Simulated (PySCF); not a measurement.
**BF (SMILES [B]F) at PBE/def2-TZVPPD**

What is the vertical electron affinity of BF at PBE/def2-TZVPPD? 

Program for the calculation: PySCF 2.14.0.

4 further runs of the same task are left out: 4 set aside as unsound or not needed.

**1. Starting point**

BF has 2 atoms, charge 0, and is taken as a singlet. SMILES: `[B]F`. The shape is that of a PBE0-D4/def2-TZVP optimisation.

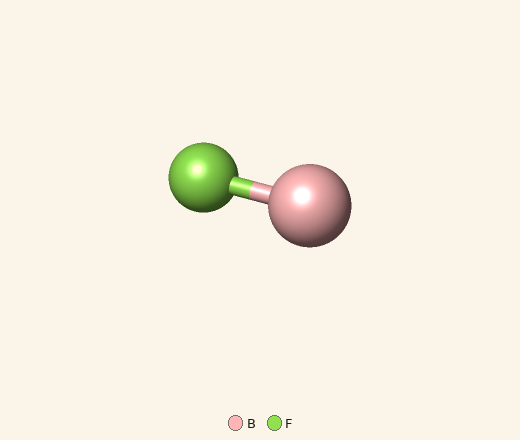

The structure, seen from a chosen angle (boron pink, fluorine green).

**2. A single-point energy at PBE/def2-TZVPPD**

Contents of input.py:

```python
from pyscf import gto, dft

mol = gto.M(
    atom='''
B    0.000000   0.000000  -0.009350
F    0.000000   0.000000   1.253740
''',
    charge=0,
    spin=0,
    verbose=4,
    max_memory=1860,
    basis='def2-tzvppd',
)

myscf = dft.RKS(mol, xc='pbe')
myscf.grids.level = 5
myscf.conv_tol = 1e-10
myscf.kernel()
if not myscf.converged:
    myscf = myscf.newton().run(myscf.mo_coeff, myscf.mo_occ)

e_final = myscf.e_tot
print('E(%s) = %.9f' % ('PBE', e_final))
```

Run with:

```
OMP_NUM_THREADS=1 python input.py
```

Output:

```text
PySCF version 2.14.0

[INPUT] num. atoms = 2
[INPUT] num. electrons = 14
[INPUT] charge = 0
[INPUT] spin (= nelec alpha-beta = 2S) = 0
[INPUT] symmetry False subgroup None
[INPUT] Mole.unit = angstrom
[INPUT] Symbol           X                Y                Z      unit          X                Y                Z       unit  Magmom
[INPUT]  1 B      0.000000000000   0.000000000000  -0.009350000000 AA    0.000000000000   0.000000000000  -0.017668939265 Bohr   0.0
[INPUT]  2 F      0.000000000000   0.000000000000   1.253740000000 AA    0.000000000000   0.000000000000   2.369225231412 Bohr   0.0

nuclear repulsion = 18.8529514851673
number of shells = 27
number of NR pGTOs = 107
number of NR cGTOs = 77
basis = def2-tzvppd
ecp = {}

******** <class 'pyscf.dft.rks.RKS'> ********
method = RKS
initial guess = minao
damping factor = 0
level_shift factor = 0
DIIS = <class 'pyscf.scf.diis.CDIIS'>
diis_start_cycle = 1
diis_space = 8
diis_damp = 0
SCF conv_tol = 1e-10
SCF conv_tol_grad = None
SCF max_cycles = 50
direct_scf = True
direct_scf_tol = 1e-13
XC library pyscf.dft.libxc version 7.0.0
    S. Lehtola, C. Steigemann, M. J.T. Oliveira, and M. A.L. Marques.,  SoftwareX 7, 1–5 (2018)
XC functionals = pbe
    J. P. Perdew, K. Burke, and M. Ernzerhof.,  Phys. Rev. Lett. 77, 3865 (1996)
    J. P. Perdew, K. Burke, and M. Ernzerhof.,  Phys. Rev. Lett. 78, 1396 (1997)
    J. P. Perdew, K. Burke, and M. Ernzerhof.,  Phys. Rev. Lett. 77, 3865 (1996)
    J. P. Perdew, K. Burke, and M. Ernzerhof.,  Phys. Rev. Lett. 78, 1396 (1997)
radial grids:
    Treutler-Ahlrichs [JCP 102, 346 (1995); DOI:10.1063/1.469408] (M4) radial grids

becke partition: Becke, JCP 88, 2547 (1988); DOI:10.1063/1.454033
pruning grids: <function nwchem_prune>
grids dens level: 5
symmetrized grids: False
atomic radii adjust function: <function treutler_atomic_radii_adjust>
small_rho_cutoff = 0
Set gradient conv threshold to 1e-05
Initial guess from minao.
tot grids = 87040
init E= -124.689325835498
  HOMO = -0.255158110372196  LUMO = -0.0759038070819554  gap/eV = 4.87776
cycle= 1 E= -124.555679164062  delta_E= 0.134  |g|= 0.384  |ddm|= 1.06
  HOMO = -0.250075372844581  LUMO = -0.0698438826887905  gap/eV = 4.90435
cycle= 2 E= -124.447230319124  delta_E= 0.108  |g|= 0.925  |ddm|= 0.472
  HOMO = -0.241201834090219  LUMO = -0.0748799092242573  gap/eV = 4.52585
cycle= 3 E= -124.576600035775  delta_E= -0.129  |g|= 0.0446  |ddm|= 0.357
  HOMO = -0.251881465029136  LUMO = -0.0801953537733992  gap/eV = 4.67182
cycle= 4 E= -124.57717731774  delta_E= -0.000577  |g|= 0.0128  |ddm|= 0.0512
  HOMO = -0.248850787576256  LUMO = -0.0779766798518694  gap/eV = 4.64972
cycle= 5 E= -124.577220637659  delta_E= -4.33e-05  |g|= 0.00209  |ddm|= 0.0116
  HOMO = -0.248999083753578  LUMO = -0.0781989598202835  gap/eV = 4.64771
cycle= 6 E= -124.577221363544  delta_E= -7.26e-07  |g|= 0.000329  |ddm|= 0.000963
  HOMO = -0.24900414603314  LUMO = -0.0782013074713083  gap/eV = 4.64778
cycle= 7 E= -124.577221380958  delta_E= -1.74e-08  |g|= 2.4e-05  |ddm|= 0.000165
  HOMO = -0.249005485810553  LUMO = -0.0782016704311842  gap/eV = 4.64781
cycle= 8 E= -124.577221381048  delta_E= -9.01e-11  |g|= 3.71e-06  |ddm|= 2.72e-05
  HOMO = -0.249005461458022  LUMO = -0.0782014983854888  gap/eV = 4.64781
Extra cycle  E= -124.577221381039  delta_E= 9.04e-12  |g|= 8.77e-06  |ddm|= 6.11e-06
converged SCF energy = -124.577221381039
E(PBE) = -124.577221381
```

Run time: 3.3 s. Hardware: 1 thread of Arm Neoverse V2, shared host; peak memory 0.35 GiB.

**3. The doublet anion at the same level**

Contents of input.py:

```python
from pyscf import gto, dft

mol = gto.M(
    atom=[
    ('B', (0.000000, -0.000000, -0.009350)),
    ('F', (-0.000000, 0.000000, 1.253740)),
],
    spin=1,
    basis='def2-tzvppd',
    max_memory=1860,
    verbose=3,
    charge=-1,
)

mf = dft.UKS(mol)
mf.xc = 'pbe'
mf.conv_tol = 1e-10
mf.grids.level = 5
mf.kernel()
if not mf.converged:
    mf = mf.newton().run(mf.mo_coeff, mf.mo_occ)

e_final = mf.e_tot
print('E = %.10f Eh' % e_final)
```

Run with:

```
OMP_NUM_THREADS=1 python input.py
```

Output:

```text
WARN: HOMO -0.0759038070819543 >= LUMO -0.075903807081957

SCF not converged.
SCF energy = -124.541082805575 after 50 cycles  <S^2> = 0.75373751  2S+1 = 2.003734
converged SCF energy = -124.541082806713  <S^2> = 0.75373711  2S+1 = 2.0037336
E = -124.5410828067 Eh
```

It took 22 s on 1 thread of Arm Neoverse V2, shared host; peak memory 0.44 GiB.

**4. Results**

Level: PBE/def2-TZVPPD.

| quantity | value |
| --- | --- |
| singlet BF: total energy | -124.57722 Eh |
| singlet BF: dipole moment | 1.07 D |
| singlet BF: HOMO energy | -6.78 eV |
| singlet BF: LUMO energy | -2.13 eV |
| singlet BF: HOMO–LUMO gap | 4.65 eV |
| doublet anion: total energy | -124.54108 Eh |
| doublet anion: HOMO energy (highest over α and β) | 3.11 eV |
| doublet anion: LUMO energy (lowest over α and β) | 3.30 eV |
| doublet anion: ⟨S²⟩ | 0.754 |
| vertical electron affinity (to the doublet anion) | -0.983 eV |

What this shows: The anion lies 0.98 eV (94.9 kJ/mol) above the neutral: the electron isn't bound at this level, and such a value depends on the basis. The HOMO (doublet anion) lies at positive energy, 3.11 eV, as semi-local functionals often give for anions; only total energies tell whether the electron is bound.
